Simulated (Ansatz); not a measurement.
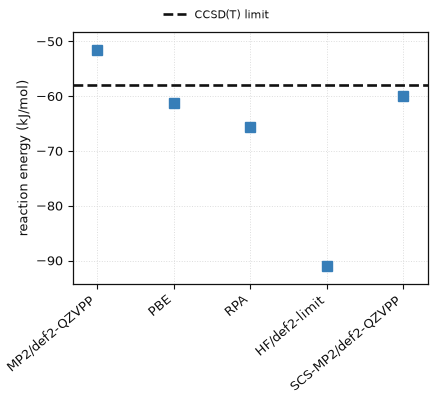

Electronic reaction energy of BSiH₄O₂Br (OB(Br)O[SiH3]) + HF (F) → BSiH₄O₂F (OB(F)O[SiH3]) + HBr (Br) (SMILES in brackets) at several levels (functionals in def2-TZVPP unless a basis is named), isolated molecules at PBE0-D4 triple-zeta geometries, minima by their frequencies, no zero-point or thermal terms, the Ansatz code. The line is frozen-core CCSD(T) at the basis limit (MP2 extrapolated from triple and quadruple zeta, plus CCSD(T) less MP2 in a smaller set). RPA holds a correlation term that converges slowly with the basis, so part of the distance to the limit is basis error. The distance of MP2/def2-QZVPP and SCS-MP2/def2-QZVPP to the limit includes basis error. The limit lies 6.6 kJ/mol from CCSD(T)/def2-TZVPP, so the line itself is uncertain by a part of that.

### What range do the values span, the line included?

From −91.1 kJ/mol (HF/def2-limit) to −51.5 kJ/mol (MP2/def2-QZVPP).

### Which level comes closest to the line (CCSD(T) limit), and which misses most?

Closest SCS-MP2/def2-QZVPP (−60.0 kJ/mol), against −57.9 kJ/mol; farthest HF/def2-limit (−91.1 kJ/mol).

Note: no scalar relativity up to krypton; outer-core shells are correlated without core-valence functions, which makes the correlated values less sure; one conformer of each flexible molecule.
